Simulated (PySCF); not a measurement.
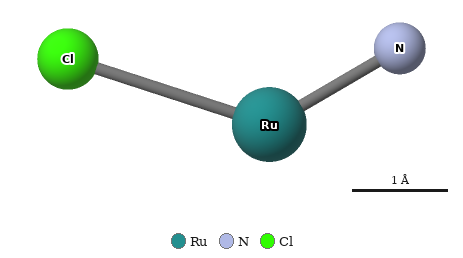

The structure as given in the input (ball-and-stick view, seen on its broad side). Sticks mark near contacts.

**Frequency calculation of RuNCl**

The run: frequency calculation of RuNCl, multiplicity 3. Method and program: UKS-based PBE0, Ru def2-TZVP with ECP28, N def2-TZVP, Cl def2-TZVP; non-relativistic Hamiltonian with a scalar-relativistic core potential; density fitting (PySCF 2.14.0).

**The input**
```python
from pyscf import gto, scf, dft
mol = gto.M(atom='''
Ru    -0.000706    -0.229638    -0.366509
N      0.001808     0.588088    -1.730122
Cl     0.001349     0.438882     1.762302''',
    basis={'Ru': 'def2-TZVP', 'N': 'def2-TZVP', 'Cl': 'def2-TZVP'},
    ecp={'Ru': 'def2-TZVP'},
    charge=0, spin=2)
mf = dft.UKS(mol, xc='PBE0')
mf.grids.atom_grid = (75, 302)
aux = {'Ru': 'def2-universal-JKFIT', 'N': 'def2-universal-JKFIT', 'Cl': 'def2-universal-JKFIT'}
mf = mf.density_fit(auxbasis=aux)
mf.conv_tol = 1e-09
mf.diis_space = 10
mf.max_cycle = 60
mf.verbose = 4
mf.kernel()
```

The script is an equivalent of the set-up of the self-consistent field. The run itself was carried out by a driver, which started from the orbitals of the step before it where there was one and computed the further properties.

Hardware: 4 threads of Arm Neoverse N1, 24 GiB of memory available, shared host.

Launched with:
```bash
OMP_NUM_THREADS=4 python axn.py task.json out
```

**Log**
```
init E= -609.632002273731
  alpha nocc = 21  HOMO = -0.246880137195975  LUMO = -0.111195349199922
  beta  nocc = 19  HOMO = -0.290315066930013  LUMO = -0.148719789366867
  HOMO = -0.246880137196  LUMO = -0.148719789367  gap/eV = 2.67108
cycle= 1 E= -609.632002273873  delta_E= -1.43e-10  |g|= 4.06e-06  |ddm|= 1.78e-05
  alpha nocc = 21  HOMO = -0.246880110544517  LUMO = -0.111195315407849
  beta  nocc = 19  HOMO = -0.290314785333401  LUMO = -0.148719467751321
  HOMO = -0.246880110545  LUMO = -0.148719467751  gap/eV = 2.67109
cycle= 2 E= -609.632002274012  delta_E= -1.39e-10  |g|= 6.17e-06  |ddm|= 1.8e-05
  alpha nocc = 21  HOMO = -0.246880135986548  LUMO = -0.111195347575929
  beta  nocc = 19  HOMO = -0.290315013371497  LUMO = -0.148719727907601
  HOMO = -0.246880135987  LUMO = -0.148719727908  gap/eV = 2.67108
cycle= 3 E= -609.63200227405  delta_E= -3.72e-11  |g|= 3.91e-06  |ddm|= 3.96e-06
  alpha nocc = 21  HOMO = -0.246880128435641  LUMO = -0.111195338305338
  beta  nocc = 19  HOMO = -0.29031500925522  LUMO = -0.148719723149624
  HOMO = -0.246880128436  LUMO = -0.14871972315  gap/eV = 2.67108
Extra cycle  E= -609.632002274197  delta_E= -1.48e-10  |g|= 3.93e-06  |ddm|= 1.79e-05
converged SCF energy = -609.632002274197  <S^2> = 2.0225872  2S+1 = 3.0150206
```

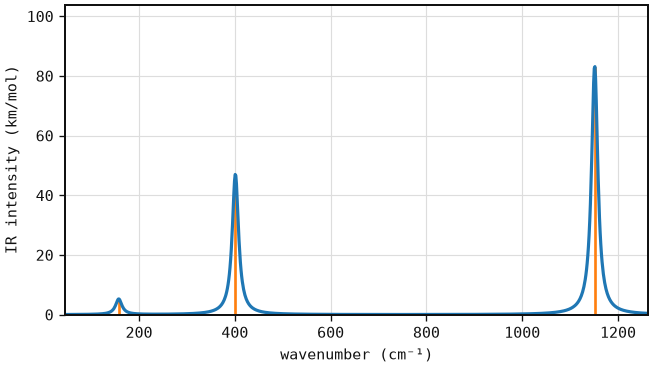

Harmonic infrared spectrum, unscaled: sticks (degenerate modes added up, dark ones marked on the axis) with a Lorentzian envelope of 16 cm⁻¹ full width, scaled to the tallest stick. 3 modes from 158 to 1151 cm⁻¹, none imaginary. The strongest line is at 1151 cm⁻¹ (83 km/mol). All modes, in cm⁻¹ (km/mol): 158 (5.2), 401 (47), 1151 (83).

**Summary**

| quantity | value |
| --- | --- |
| outcome | converged |
| total energy | −609.632002 hartree |
| ⟨S²⟩ | 2.023 |
| zero-point energy | 0.003896 hartree |
| dipole moment | 1.70 D |
| wavenumbers, lowest and highest | 158 and 1151 cm⁻¹ |
| wall time | 3.1 min (CPU time 10 min) |
| peak memory | 1 GiB |
